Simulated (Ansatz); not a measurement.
**BPH4 (SMILES BP): PBE0/STO-3G**

Aim: the vertical ionisation energy of BPH4 at PBE0/STO-3G, from 2 runs. 

Program for the calculation: Ansatz 0.2.0.

53 further runs of the same task are left out: 53 set aside as unsound or not needed.

## Step 1: Starting point

The species is BPH4 (6 atoms), meant as a singlet with charge 0. SMILES: `BP`. The coordinates come from a GFN2-xTB relaxation.

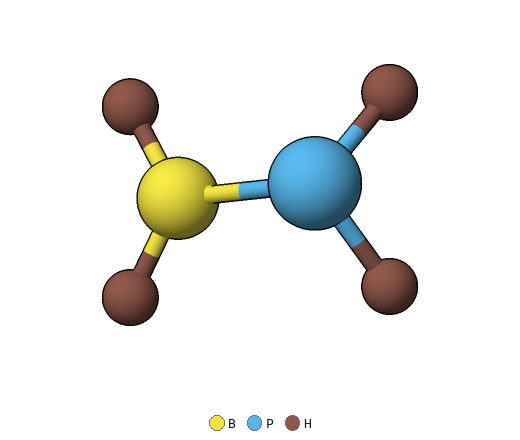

The structure, seen from a chosen angle (boron yellow, phosphorus blue, hydrogen brown).

## Step 2: A single-point energy at PBE0/STO-3G

File in.yaml:

```yaml
crystal:
  periodic: [false, false, false]
  atoms:
    - symbol: B
      position_ang: [0.002660, -0.867960, 0.118880]
    - symbol: P
      position_ang: [0.378740, 0.928770, 0.259630]
    - symbol: H
      position_ang: [-0.777460, -1.351190, 0.842930]
    - symbol: H
      position_ang: [0.659230, -1.540870, -0.575930]
    - symbol: H
      position_ang: [0.599110, 1.319050, -1.043720]
    - symbol: H
      position_ang: [-0.862270, 1.512200, 0.398210]
basis:
  gaussian: {orbitals: STO-3G}
accuracy: high
hamiltonian: {xc: {name: PBE0}}
```

The run is started by

```bash
$ ansatz run in.yaml --threads 1 --pin off --max-ram 2610MiB --events-out events.jsonl --progress --plain --runs-dir runs
```

Standard output:

```text
Warning: RAYON_NUM_THREADS=1 ignored (pool sized by the plan → 1); use --threads N
Functional definition: PBE0
  name "PBE0"
  parameter a = 0.25
  parameter kappa = 0.804
  parameter beta = 0.06672455060314922
  exchange = (1 - a)*pbe_x(kappa = kappa, mu = beta*pi^2/3) + a*exact_x
  correlation = pbe_c(beta = beta)
314 factors; integrals over basis functions are off by at most 5.1e-9 eV
mean field evaluation 1: about -9911.1826 eV, gradient 7.4e0 eV
mean field evaluation 2: about -9911.3378 eV, gradient 3.6e0 eV
mean field evaluation 4: about -9911.3912 eV, gradient 2.4e-1 eV
mean field evaluation 8: about -9911.3486 eV, gradient 3.6e-4 eV
mean field -9911.34862369 eV, -364.2353437671 hartree, gradient 3.8e-8 eV, S^2 0.000000; 0 other end points of the search recorded, 0 dependent functions left out
reference -9911.34862505 eV, -364.2353438173 hartree; 12, 12 occupied and 6, 6 virtual orbitals, 314 factors
Total energy: -9911.34862505 eV, -364.2353438173 hartree
```

It took 0.64 s on 1 thread of AMD EPYC 7R13 (Zen 3), shared host.

## Step 3: The doublet cation at the same level

File run.yaml:

```yaml
crystal:
  periodic: [false, false, false]
  atoms:
    - {symbol: B, position_ang: [0.002660, -0.867960, 0.118880]}
    - {symbol: P, position_ang: [0.378740, 0.928770, 0.259630]}
    - {symbol: H, position_ang: [-0.777460, -1.351190, 0.842930]}
    - {symbol: H, position_ang: [0.659230, -1.540870, -0.575930]}
    - {symbol: H, position_ang: [0.599110, 1.319050, -1.043720]}
    - {symbol: H, position_ang: [-0.862270, 1.512200, 0.398210]}
basis:
  gaussian:
    orbitals: STO-3G
total_charge: 1
magnetization:
  spin_polarized: true
  initial_magnetization: 1
hamiltonian:
  xc: pbe0
accuracy: high
```

The run is started by

```bash
$ ansatz run run.yaml --threads 1 --pin off --max-ram 2610MiB --events-out events.jsonl --progress --plain --runs-dir runs
```

Standard output:

```text
Warning: RAYON_NUM_THREADS=1 ignored (pool sized by the plan → 1); use --threads N
Functional definition: PBE0
  name "PBE0"
  parameter a = 0.25
  parameter kappa = 0.804
  parameter beta = 0.06672455060314922
  exchange = (1 - a)*pbe_x(kappa = kappa, mu = beta*pi^2/3) + a*exact_x
  correlation = pbe_c(beta = beta)
313 factors; integrals over basis functions are off by at most 5.1e-9 eV
mean field evaluation 1: about -9902.6986 eV, gradient 8.3e0 eV
mean field evaluation 2: about -9903.1289 eV, gradient 5.3e0 eV
mean field evaluation 4: about -9903.3775 eV, gradient 1.5e-1 eV
mean field evaluation 8: about -9903.3381 eV, gradient 4.7e-3 eV
mean field evaluation 16: about -9903.3381 eV, gradient 9.0e-7 eV
mean field -9903.33814026 eV, -363.9409639307 hartree, gradient 2.4e-8 eV, S^2 0.752811; 0 other end points of the search recorded, 0 dependent functions left out
reference -9903.33814171 eV, -363.9409639842 hartree; 12, 11 occupied and 6, 7 virtual orbitals, 313 factors
Total energy: -9903.33814171 eV, -363.9409639842 hartree
```

Wall time 1.3 s (1 thread of AMD EPYC 7R13 (Zen 3), shared host); peak memory 0.15 GiB.

## Step 4: Results

Level: PBE0/STO-3G.

```
                                          quantity          value
                        singlet BPH4: total energy  -364.23534 Eh
                      doublet cation: total energy  -363.94096 Eh
                              doublet cation: ⟨S²⟩          0.753
vertical ionisation energy (to the doublet cation)       8.010 eV
```

Removing an electron at fixed nuclei costs 8.01 eV (185 kcal/mol). In a minimal basis such a difference can be off by several eV, whatever the method.
